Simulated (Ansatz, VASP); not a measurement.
# Cross-check of SrO between VASP and Ansatz, part 2 of 2

One calculation is typed for both programs; each brings its own data sets and cutoff. How far apart do they land?

VASP 6.6.1 and Ansatz 0.2.0.

So far. Step 4 (Differences): Among the levels compared (up to four filled and three empty ones at each point), filled levels agree within 35 meV and empty ones within 56 meV.

**5. Ansatz: band structure, r2SCAN-EpsX**

Level of this step: Ansatz beside VASP: Kohn-Sham DFT, plane waves, r2SCAN-EpsX (Ansatz).

Levels along a path test the potential and the projectors away from the mesh points.

input.yaml

```yaml
crystal:
  lattice:
    - [0.0, 2.58066, 2.58066]
    - [2.58066, 0.0, 2.58066]
    - [2.58066, 2.58066, 0.0]
  atoms:
    - { symbol: Sr, position: [0.0, 0.0, 0.0] }
    - { symbol: O, position: [0.5, 0.5, 0.5] }
hamiltonian:
  xc: { exchange: r2scan, correlation: r2scan, exx: { coeff: 0.258 } }
  pseudopotentials: { kind: paw }
kpoints:
  mp_grid: { grid: [5, 5, 5] }
  band_path:
    path:
      - [0.0, 0.0, 0.0]
      - [0.5, 0.0, 0.5]
      - [0.5, 0.22222, 0.72222]
      - [0.40278, 0.34722, 0.75]
      - [0.125, 0.125, 0.25]
      - [0.27778, 0.27778, 0.27778]
      - [0.55556, 0.38889, 0.55556]
      - [0.58333, 0.25, 0.66667]
      - [0.5, 0.30556, 0.69444]
      - [0.48611, 0.48611, 0.52778]
      - [0.625, 0.25, 0.625]
      - [0.5, 0.0, 0.5]
    npoints: 1
scf:
  occupations: { method: gaussian, width: 0.03 }
  n_extra_bands: 7
output:
  forces: true
  stress: true
  eigenvalues: true
```

The run is started by

```console
> ansatz run input.yaml --threads 4 --pin off --max-ram 9216MiB --backend cpu --events-out ev --progress --plain --runs-dir out
```

Numbers of over 12 decimals in the logs are rounded to 6 here.

Output:

```text
[...]
Crystal: 2 atoms, lattice volume = 34.373 Å³
Basis set: ecut = 500 eV, 893 PW (Γ), exchange–correlation on 108×108×108 points (64 copies of the dense FFT grid, shifted against one another)
Bands: 15, of which v1, the nominal top of the filled ones, is band 8 counted from 1 (7 counted from 0)
Symmetry: 48 space group operations
[...]
k-points: 10 of 125
[...]
--- Band table (eV; the first three rows and the last of 10) ---
  k-point 0: bands = [... 4 lower, -8.8003, 6.0769, 6.0769, 6.0769, 12.6754, 15.2066, 15.2066, 15.2066, ... 3 higher]
  k-point 1: bands = [... 4 lower, -8.4301, 5.1420, 5.6321, 5.6321, 14.2757, 14.8954, 16.0069, 16.0069, ... 3 higher]
  k-point 2: bands = [... 4 lower, -8.0115, 4.0164, 5.0106, 5.0106, 15.3201, 16.7324, 17.7102, 17.7102, ... 3 higher]
  k-point 9: bands = [... 4 lower, -8.4571, 4.8535, 5.3442, 5.6749, 14.1176, 15.9645, 17.9180, 19.6388, ... 3 higher]
[key lines of the parts left out:]
Free energy (F): -4126.324767 eV
Fermi energy:    9.134342 eV
P = ⅓ Tr σ = -1.4065 GPa (-14.065 kbar)
```

The job ended after 19 s (4 threads of Arm Neoverse V1, shared host; peak memory 0.74 GiB).

**6. VASP: band structure, r2SCAN-EpsX**

The same cell, functional, mesh and smearing now go to VASP, with its own data sets and cutoff.

INCAR

```
SYSTEM = SrO
PREC = Accurate
ENCUT = 460
EDIFF = 1E-06
NELM = 100
ISMEAR = 0
SIGMA = 0.03
LREAL = .FALSE.
ALGO = Normal
LHFCALC = .TRUE.
AEXX = 0.258
METAGGA = R2SCAN
LASPH = .TRUE.
NBANDS = 14
PRECFOCK = Fast
HFRCUT = -1
LORBIT = 11
LWAVE = .FALSE.
LCHARG = .FALSE.
KPAR = 4
```

POSCAR

```
SrO
1.0
    0.0000000000      2.5806600000      2.5806600000
    2.5806600000      0.0000000000      2.5806600000
    2.5806600000      2.5806600000      0.0000000000
Sr O
1 1
Direct
    0.0000000000      0.0000000000      0.0000000000
    0.5000000000      0.5000000000      0.5000000000
```

KPOINTS

```
Automatic mesh
0
Gamma
5 5 5
0 0 0
```

KPOINTS_OPT

```
Line mode
10
Line-mode
Reciprocal
  0.00000000   0.00000000   0.00000000 GAMMA
  0.50000000   0.00000000   0.50000000 X

  0.50000000   0.00000000   0.50000000 X
  0.50000000   0.25000000   0.75000000 W

  0.50000000   0.25000000   0.75000000 W
  0.37500000   0.37500000   0.75000000 K

  0.37500000   0.37500000   0.75000000 K
  0.00000000   0.00000000   0.00000000 GAMMA

  0.00000000   0.00000000   0.00000000 GAMMA
  0.50000000   0.50000000   0.50000000 L

  0.50000000   0.50000000   0.50000000 L
  0.62500000   0.25000000   0.62500000 U

  0.62500000   0.25000000   0.62500000 U
  0.50000000   0.25000000   0.75000000 W

  0.50000000   0.25000000   0.75000000 W
  0.50000000   0.50000000   0.50000000 L

  0.50000000   0.50000000   0.50000000 L
  0.37500000   0.37500000   0.75000000 K

  0.62500000   0.25000000   0.62500000 U
  0.50000000   0.00000000   0.50000000 X
```

PAW data sets: Sr_sv and O (PBE family, release 64).

The run is started by

```console
> mpirun -np 4 vasp_std
```

Output:

```text
[banner, memory and clock lines left out]
running    4 mpi-ranks, on    1 nodes
[...]
|                                                                             |
|               ----> ADVICE to this user running VASP <----                  |
|                                                                             |
|     You enforced a specific xc type in the INCAR file but a different       |
|     [... a line on the potential file left out ...]
|     I HOPE YOU KNOW WHAT YOU ARE DOING!                                     |
|                                                                             |

 LDA part: xc-table for (None), standard interpolation
 found WAVECAR, reading the header
 POSCAR, INCAR and KPOINTS ok, starting setup
[...]
HFRCUT set to (new)   10.085124
 reading WAVECAR
 the WAVECAR file was read successfully
 initial charge from wavefunction
 entering main loop
       N       E                     dE             d eps       ncg     rms          rms(c)
[...]
DAV:   9    -0.261154174165E+02   -0.16825E-05   -0.32510E-06   304   0.214E-02    0.816E-02
DAV:  10    -0.261154183465E+02   -0.92997E-06   -0.21765E-06   310   0.157E-02
   1 F= -.26115418E+02 E0= -.26115418E+02  d E =-.177891E-30
 Start KPOINTS_OPT (optional k-point list driver)
k-point batch [1-10\100]
       N       E                     dE             ncg
DAV:   1    -0.106748837250E+04   -0.45690E+04      280
DAV:   2    -0.194488424753E+04   -0.87740E+03      370
DAV:   3    -0.199993322834E+04   -0.55049E+02      338
DAV:   4    -0.200109993943E+04   -0.11667E+01      390
DAV:   5    -0.200112382507E+04   -0.23886E-01      378
DAV:   6    -0.200112422688E+04   -0.40181E-03      372
DAV:   7    -0.200112423069E+04   -0.38062E-05      244
DAV:   8    -0.200112423084E+04   -0.15546E-06      176
[...]
k-point batch [91-100\100]
       N       E                     dE             ncg
DAV:   1    -0.115429852572E+04   -0.70582E+04      280
DAV:   2    -0.197185878849E+04   -0.81756E+03      358
DAV:   3    -0.202145375421E+04   -0.49595E+02      356
DAV:   4    -0.202259821743E+04   -0.11445E+01      434
DAV:   5    -0.202262155015E+04   -0.23333E-01      402
DAV:   6    -0.202262183594E+04   -0.28580E-03      414
DAV:   7    -0.202262184198E+04   -0.60386E-05      316
DAV:   8    -0.202262184212E+04   -0.13537E-06      266
```

OUTCAR, selected parts (step 6):

```text
 POSITION                                       TOTAL-FORCE (eV/Angst)
 -----------------------------------------------------------------------------------
      0.00000      0.00000      0.00000        -0.000000     -0.000000     -0.000000
      2.58066      2.58066      2.58066         0.000000      0.000000      0.000000
 -----------------------------------------------------------------------------------
    total drift:                               -0.000000      0.000000      0.000000

  FREE ENERGIE OF THE ION-ELECTRON SYSTEM (eV)
  ---------------------------------------------------
  free  energy   TOTEN  =       -26.1154183465 eV

  energy  without entropy=      -26.1154183465  energy(sigma->0) =      -26.11541835

[... 2 parts as in an earlier step ...]

[... 1 further part left out ...]
[key lines of the parts left out:]
E-fermi :   0.1201
```

**7. Comparison**

What differs besides the data sets and the points named for the pairs above, as far as they apply: the cutoff is 500 eV in Ansatz and 460 eV in VASP. Total energies have different zeros and are not compared.

Both answers:

```tsv
quantity	Ansatz	VASP	difference
gap over the path points (eV)	5.916	5.864	+0.053
```

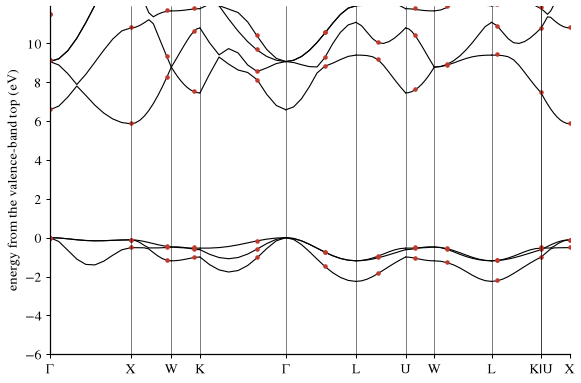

Bands from VASP (lines) and levels from Ansatz (dots). Dots without a line are higher empty bands that the VASP plot leaves out.

Levels at points of the path, from each program's valence-band top (eV; 3 filled, then empty):

```tsv
k (reciprocal lattice)	Ansatz	VASP
0.000 0.000 0.000	0.00 0.00 0.00 6.60 9.13 9.13	0.00 0.00 0.00 6.58 9.07 9.07
0.500 0.000 0.500	-0.48 -0.10 -0.10 5.92 10.85 13.28	-0.52 -0.11 -0.11 5.86 10.80 13.33
0.500 0.222 0.722	-1.14 -0.47 -0.42 8.29 9.35 11.72	-1.16 -0.51 -0.45 8.26 9.32 11.65
0.403 0.347 0.750	-1.00 -0.56 -0.50 7.56 10.63 11.83	-1.03 -0.59 -0.54 7.52 10.61 11.77
0.125 0.125 0.250	-1.02 -0.57 -0.15 8.14 8.59 9.71	-1.03 -0.59 -0.16 8.13 8.55 9.65
0.278 0.278 0.278	-1.46 -0.73 -0.73 8.86 9.28 10.59	-1.48 -0.75 -0.75 8.83 9.27 10.53
0.556 0.389 0.556	-1.82 -1.01 -0.92 9.19 10.06 12.28	-1.84 -1.04 -0.95 9.16 10.04 12.21
0.583 0.250 0.667	-1.04 -0.54 -0.50 7.65 10.43 11.82	-1.06 -0.56 -0.53 7.61 10.40 11.75
0.500 0.306 0.694	-1.26 -0.57 -0.53 8.91 8.95 11.92	-1.28 -0.60 -0.56 8.88 8.92 11.85
0.486 0.486 0.528	-2.20 -1.15 -1.15 9.44 10.90 12.02	-2.22 -1.18 -1.17 9.39 10.91 11.95
```

Among the levels compared (up to four filled and three empty ones at each point), filled levels agree within 38 meV and empty ones within 69 meV.

**8. Outcome**

* difference in gap over the path points (band structure, PBE0): 0.051 eV
* difference in gap over the path points (band structure, r2SCAN-EpsX): 0.053 eV

What this shows: The difference in gap over the path points is 0.053 eV (band structure, r2SCAN-EpsX), within the 0.08 eV picked in this series as the mark of a large difference. How closely two codes agree says nothing of how well the functional describes the real material.

[Lines on the potential files, build, host, timing and source positions are cut from VASP's logs without a mark.]

[Logs are printed without paths, hosts, clocks, repeated set-up lines and the standing remarks that a program may print on its own settings, such as how far it seeks lower states.]

[Hosts, paths, dates, database ids (printed as entryN), source tags and the programs' standing remarks are cut or masked in the printed files.]
